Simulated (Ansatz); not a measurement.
# A convergence test on LaCuSeO (P4/nmm): k mesh of the hybrid

Aim: see how gap, energy and time of LaCuSeO (P4/nmm) follow the k mesh of the hybrid.

Calculated with Ansatz 0.2.0; DFT, HSE06, plane waves, PAW; PAW set soft_1.

**1. The structure**

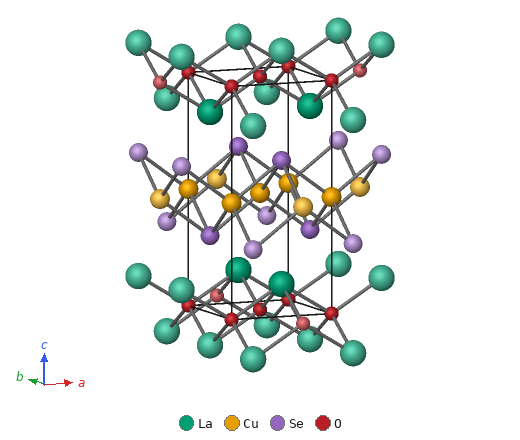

Start, viewed slightly off an axis; lanthanum teal, copper orange, selenium purple, oxygen red. Some periodic images of atoms are drawn too.

The cell and positions come from the Crystallography Open Database and are kept as given unless a step says otherwise. Spin-orbit coupling is left out unless a step names it.

**2. k mesh of the hybrid: 2×2×2**

input.yaml reads:

```yaml
crystal:
  lattice:
    - [4.06712, 0.0, 0.0]
    - [0.0, 4.06712, 0.0]
    - [0.0, 0.0, 8.7975]
  atoms:
    - { symbol: La, position: [0.5, 0.0, 0.1398] }
    - { symbol: La, position: [0.0, 0.5, 0.8602] }
    - { symbol: Cu, position: [0.5, 0.5, 0.5] }
    - { symbol: Cu, position: [0.0, 0.0, 0.5] }
    - { symbol: Se, position: [0.5, 0.0, 0.6698] }
    - { symbol: Se, position: [0.0, 0.5, 0.3302] }
    - { symbol: O, position: [0.5, 0.5, 0.0] }
    - { symbol: O, position: [0.0, 0.0, 0.0] }
kpoints:
  mp_grid: { grid: [2, 2, 2] }
  band_path:
    path:
      - [0.0, 0.0, 0.0]
      - [0.0, 0.5, 0.0]
      - [0.5, 0.5, 0.0]
      - [0.0, 0.0, 0.5]
      - [0.0, 0.5, 0.5]
      - [0.5, 0.5, 0.5]
    npoints: 1
hamiltonian:
  xc: hse06
  pseudopotentials: { kind: paw, azcp: { folder: soft_1 } }
scf:
  occupations: { method: fixed }
  n_extra_bands: 6
output:
  eigenvalues: true
```

On the command line:

```
$ ansatz run input.yaml --threads 3 --pin off --max-ram 92160MiB --backend cuda --events-out ev --progress --plain --runs-dir out --devices 1 --max-vram 13GiB
```

Numbers of over 12 decimals in the logs are rounded to 6 here.

Output:

```text
scf.n_extra_bands = 6 over 52 filled bands (N_el = 104.0): the run solves 58 bands
exact exchange: scf.exx.singularity resolves to wigner_seitz, which cuts the screened interaction at the faces of the exchange supercell's Wigner-Seitz cell, so that each pair interacts once, at the shortest of its separations (the periodic images that this leaves out come, for a point-like exchange hole, to about 0.031 eV on a filled level). The cut falls within the interaction's reach, and what an exchange supercel [...]
GPUs: using 1 of 1 available (devices: 1).
Engine: ansatz 0.2.0, x86_64-unknown-linux-gnu
Pseudopotentials: kind: paw
Pseudopotential: La, paw, valence charge 11, recommended cutoff 420 eV (normal), soft_1/La.paw.azcp
Pseudopotential: Cu, paw, valence charge 19, recommended cutoff 420 eV (normal), soft_1/Cu.paw.azcp
Pseudopotential: Se, paw, valence charge 16, recommended cutoff 420 eV (normal), soft_1/Se.paw.azcp
Pseudopotential: O, paw, valence charge 6, recommended cutoff 420 eV (normal), soft_1/O.paw.azcp
Functional definition: HSE06
  parameter a = 0.25
  parameter omega = 0.11/bohr
  exchange = pbe_x - a*pbe_x_sr(omega) + a*exact_x_sr(omega)
  correlation = pbe_c
davidson cushion auto → on  (no smearing: the cushion is to keep the highest requested band from converging to the state above it; pin scf.eigensolver.cushion to override)
device memory: the entry about to start is reckoned to put 2.3 GiB on a device that reports 52.4 GiB free (of which the cap on the GPU budget leaves the run 13.0 GiB)
GPU FFT provider: cuFFT
GPU libraries: cuBLAS 13.8.2, cuFFT 12.4.0, cuSOLVER 12.3.4
Crystal: 8 atoms, lattice volume = 145.524 Å³
Basis set: ecut = 420 eV, 2837 PW (Γ)
Bands: 58, of which v1, the nominal top of the filled ones, is band 52 counted from 1 (51 counted from 0)
Symmetry: 16 space group operations
Space group: P4/nmm (ITA 129), of the structure as read, at distance tolerance 5.3e-5 Å
k-points: 6 of 8
Non-local potential: La, projectors of the file, l = 0: 3, l = 1: 2, l = 2: 2, l = 3: 3
Non-local potential: Cu, projectors of the file, l = 0: 3, l = 1: 2, l = 2: 3, l = 3: 1
Non-local potential: Se, projectors of the file, l = 0: 2, l = 1: 2, l = 2: 3, l = 3: 1
Non-local potential: O, projectors of the file, l = 0: 2, l = 1: 2, l = 2: 1
PAW form: soft (Blöchl's): semilocal exchange-correlation on the pseudo side does not see the compensation charge
PAW frozen core: La, regenerated for the run's functional, and the local potential with it (the file was generated under x = pbe(κ = 0.804, μ = 0.219515), c = pbe(β = 0.066725))
PAW frozen core: Cu, regenerated for the run's functional, and the local potential with it (the file was generated under x = pbe(κ = 0.804, μ = 0.219515), c = pbe(β = 0.066725))
PAW frozen core: Se, regenerated for the run's functional, and the local potential with it (the file was generated under x = pbe(κ = 0.804, μ = 0.219515), c = pbe(β = 0.066725))
PAW frozen core: O, regenerated for the run's functional, and the local potential with it (the file was generated under x = pbe(κ = 0.804, μ = 0.219515), c = pbe(β = 0.066725))
PAW one-centre angular grid: La, 590 points (default); XC on 64 Gauss nodes
PAW one-centre angular grid: Cu, 590 points (default); XC on 64 Gauss nodes
PAW one-centre angular grid: Se, 590 points (default); XC on 64 Gauss nodes
PAW one-centre angular grid: O, 110 points (default); XC on 96 Gauss nodes
Initial density: superposition of atomic densities (chi_scale 0.1, normalization cell, long waves kept (reshape's long-wave potential 0.39 eV rms))
Initial wavefunctions: pseudopotential atomic-orbital guess
GPU buffer pool allocated for 54000 grid points (all kernels)
GPU transforms: local potential and band sums: pruned to the plane-wave sphere, on 27×27×60
[...]
SCF iter   7: F=—  HF=-37844.987423 eV  |F-HF|=—  |Δ(HF+E_count)|=   1.79e-3  Δρ=4.92e-4  dr2=4.24e-4  ethr=4.13e-7  ⟨swp⟩=6.8  Hψ=1197  notcnv=0  defer=2
SCF iter   8: F=-37844.987297 eV  HF=-37844.987313 eV  |F-HF|=1.54e-5  |Δ(HF+E_count)|=   1.10e-4  Δρ=1.02e-4  dr2=2.65e-5  ethr=3.96e-7  ⟨swp⟩=5.5  Hψ=949  notcnv=0  defer=4
SCF 2 stopped early in 8 iterations: F = -37844.987297 eV  dr2 = 2.65e-5
  greatest PAW one-centre occupation: 1.000 electrons in one spin orbital (limit 2), on the Cu atom at site 3 (counted from 0), in its partial waves of l = 0
hybrid outer 1: dexx = +7.743e-2 eV, tail = 6.20e-4 eV
GPU FFT provider: cuFFT
GPU libraries: cuBLAS 13.8.2, cuFFT 12.4.0, cuSOLVER 12.3.4
GPU buffer pool allocated for 54000 grid points (all kernels)
GPU transforms: local potential and band sums: pruned to the plane-wave sphere, on 27×27×60
Exchange kernel: α = 0.2500, screened, ω = 0.2079 Å⁻¹, Wigner–Seitz truncation, v(0) = 859.7140 eV·Å³, q-mesh 2×2×2, nearest image of the exchange supercell L = 8.13 Å, pair-density grid 20×20×45, without the augmentation charges, whose exchange is taken in its separable form by FFT convolution over the k-point mesh (sized by the pseudopotential files, 30×30×60 at the most), smooth part of the exact exchange by density-matrix convolution in up to 1.55 GiB of GPU memory as planned if the GPU has room (build and FFT work areas not counted)
Frozen-core exchange: fock
SCF iter   1: F=—  HF=-37844.983545 eV  |F-HF|=—  |Δ(HF+E_count)|=         —  Δρ=1.19e-4  dr2=3.28e-5  ethr=2.98e-6  ⟨swp⟩=7.2  Hψ=916  notcnv=0
preconditioner: auto → none  [insulator: Δε(μ)=2.830 eV  Ē_g=11.606 eV  n_scr=38 (ndim 8)  ℏωp=24.6 eV  f_vac=0.003]
iter 2 solved again at ethr=1.91e-9 eV; its pass at ethr=2.43e-8 eV (dr2=1.99e-6 eV) is discarded
SCF iter   2: F=—  HF=-37844.983548 eV  |F-HF|=—  |Δ(HF+E_count)|=   2.28e-6  Δρ=3.92e-5  dr2=3.20e-6  ethr=1.91e-9  ⟨swp⟩=3.0  Hψ=2041  notcnv=0
SCF iter   3: F=—  HF=-37844.983556 eV  |F-HF|=—  |Δ(HF+E_count)|=   7.90e-6  Δρ=3.48e-5  dr2=1.51e-6  ethr=1.91e-9  ⟨swp⟩=7.2  Hψ=1162  notcnv=0  defer=18
SCF iter   4: F=-37844.983555 eV  HF=-37844.983555 eV  |F-HF|=3.07e-8  |Δ(HF+E_count)|=   3.09e-7  Δρ=4.33e-6  dr2=5.56e-8  ethr=1.36e-9  ⟨swp⟩=4.0  Hψ=927  notcnv=0  defer=2
SCF 3 converged in 4 iterations: F = -37844.983555 eV  dr2 = 5.56e-8
hybrid outer 2: dexx = +8.474e-6 eV, tail = 3.64e-7 eV, Δε = 1.30e-2 eV (about 4.91e-4 eV left of the loop's levels)
the search or the solves at the SCF's close seem to have found levels that the self-consistency loop had missed (the run counts 5). By its estimate they hold under 1e-12 electrons; where the run keeps them, the occupations were computed again with them
device memory: the entry about to start is reckoned to put 0.9 GiB on a device that reports 64.3 GiB free (of which the cap on the GPU budget leaves the run 13.0 GiB)
NSCF: frozen V_eff on 6 k-points
hybrid SCF converged: 2 outer / 12 inner (+9 warm-up), last move |dexx| = 8.47e-6 eV, tail = 3.64e-7 eV
Stability not checked: this state was not tested for a lower state beside it, because the functional holds exact exchange (a hybrid, or Hartree-Fock), whose exchange loop this test does not read (fock_operator; see scf.lower_state_search)
Free energy (F): -37844.983555 eV
Frozen-core exchange: fock
Harris-Foulkes:  -37844.983555 eV  (|F-HF|=3.07e-8)
Internal energy: -37844.983555 eV  (E = F + TS)
E sigma→0 (E₀):  -37844.983555 eV
Fermi energy:    10.973464 eV
--- Per-component energies (eV) ---
  E_band       = -1832.209621
  E_kinetic    = 1456.737597
  E_local      = -20649.667283  (includes V_loc(G=0)·N_el)
  E_nonlocal   = 1385.589485
  E_hartree    = 9624.841026
  E_xc         = -596.196004
  E_vxc        = -667.433745  (∫ρ·V_xc dr)
  E_exx        = -439.024964  (= α·E_x^exact, valence–valence)
  E_paw        = -18787.180921  (= ΣΔE_a)
  E_vpaw       = -1729.043928  (= ΣTr[D̂ρ^β])
  E_aug_tail   = 0.002568  (compensation charges beyond the density's cutoff)
  E_ewald      = -9837.101271
  E_core_change = -2.983789  (= ΣΔE_core)
  E_smearing   = -0.000000  (= −TS)
  E_closure    = -0.000000  (closes the sum)
  Σ components = -37844.983555   (vs F -37844.983555, Δ=0.00e0)
--- Band table (eV; the first three rows and the last of 6) ---
  k-point 0: bands = [... 48 lower, 9.0087, 10.6297, 10.9735, 10.9735, 13.8045, 13.8587, 14.0782, 14.8885, ... 2 higher]
  k-point 1: bands = [... 48 lower, 9.1432, 10.0439, 10.8479, 10.8479, 13.9731, 14.1915, 14.3617, 14.5541, ... 2 higher]
  k-point 2: bands = [... 48 lower, 9.9572, 9.9572, 10.1428, 10.1428, 14.3548, 14.3548, 14.9167, 14.9167, ... 2 higher]
  k-point 5: bands = [... 48 lower, 8.4806, 8.4806, 9.1773, 9.1773, 14.7194, 14.7194, 15.4576, 15.4576, ... 2 higher]
```

Run time: 36 s. Hardware: 1 × NVIDIA H100 80GB HBM3 (shared by 6 runs) with 3 threads of AMD EPYC 7R13 (Zen 3), shared host; peak memory 1.3 GiB; 27 s of CPU time.

Numbers from this step:

```yaml
gap: 2.831 eV
valence_top_at: Γ
conduction_bottom_at: Γ
least_direct_gap: 2.831 eV
exact_exchange_fraction: 0.25
```

The gap is direct, at Γ.

**3. k mesh of the hybrid: 4×4×2**

Changes to input.yaml since step 2:

```diff
@@ -15,3 +15,3 @@
 kpoints:
-  mp_grid: { grid: [2, 2, 2] }
+  mp_grid: { grid: [4, 4, 2] }
   band_path:
```

Output:

```text
[...]
GPUs: using 1 of 1 available (devices: 1).
[...]
GPU FFT provider: cuFFT
GPU libraries: cuBLAS 13.8.2, cuFFT 12.4.0, cuSOLVER 12.3.4
Crystal: 8 atoms, lattice volume = 145.524 Å³
Basis set: ecut = 420 eV, 2837 PW (Γ)
Bands: 58, of which v1, the nominal top of the filled ones, is band 52 counted from 1 (51 counted from 0)
[... 1 set-up line as in the run before ...]
[...]
k-points: 12 of 32
[...]
Fermi energy:    11.017252 eV
[...]
--- Band table (eV; the first three rows and the last of 12) ---
  k-point 0: bands = [... 48 lower, 9.0922, 10.5866, 11.0173, 11.0173, 13.7522, 13.7938, 14.0482, 14.8187, ... 2 higher]
  k-point 1: bands = [... 48 lower, 9.2074, 10.0176, 10.8960, 10.8960, 13.9014, 14.1661, 14.3070, 14.4921, ... 2 higher]
  k-point 2: bands = [... 48 lower, 9.6168, 10.0615, 10.3072, 10.7787, 14.3374, 14.3591, 15.3840, 15.4638, ... 2 higher]
  k-point 11: bands = [... 48 lower, 8.5261, 8.5261, 9.2424, 9.2424, 14.7352, 14.7352, 15.4593, 15.4593, ... 2 higher]
[key lines of the parts left out:]
Free energy (F): -37845.689147 eV
```

Elapsed: 45 s, on 1 × NVIDIA H100 80GB HBM3 (shared by 6 runs) with 3 threads; peak memory 1.4 GiB; 72 s of CPU time.

Numbers from this step:

| Property | Result |
| --- | --- |
| gap | 2.735 eV |
| valence top at | Γ |
| conduction bottom at | Γ |
| least direct gap | 2.735 eV |

The gap is 2.735 eV, −0.096 eV from the run before at this level.

**4. The series**

Differences are against the last row; a negative gap means that bands overlap, and a run with a band path holds that path's time. Times are wall times on 1 × NVIDIA H100 80GB HBM3 (shared by 6 runs) with 3 threads of AMD EPYC 7R13 (Zen 3), shared host, good to a factor of about two.

```csv
k mesh of the hybrid,gap (eV),direct gap (eV),gap error (eV),energy error (meV/atom),irreducible k,time
2×2×2,2.831,2.831,+0.096,+88.2,6,36 s
4×4×2,2.735,2.735,+0.000,+0.0,12,45 s
```

**5. Summary of results**

- 2×2×2: 2.831 eV
- 4×4×2: 2.735 eV

**Reading.** The gap holds to 0.02 eV from 4×4×2 on, the last run itself, so the series does not show convergence. At 2×2×2 the gap is off by +0.096 eV and the energy by +88 meV/atom. The gap is read over the mesh and added points near the edges, so meshes differ mainly through the density and, for a hybrid, the exchange operator. The runs have no spin polarisation. For a closed low-spin shell that is the natural state; where a d or f shell is open it is a constraint, and the gap is then not the crystal's own.

[Paths, hosts, dates, memory and timing lines, banners, echoed tables and standing remarks are left out of the program output.]

[Logs are printed without paths, hosts, clocks, repeated set-up lines and the standing remarks that a program may print on its own settings, such as how far it seeks lower states.]

[Runs of the session that timed out or met a known fault of the program may be left out.]

[Cells called generated may have been cut or substituted from an entry of the Crystallography Open Database or the Materials Project.]

[Hosts, paths, dates, database ids (printed as entryN), source tags and the programs' standing remarks are cut or masked in the printed files.]
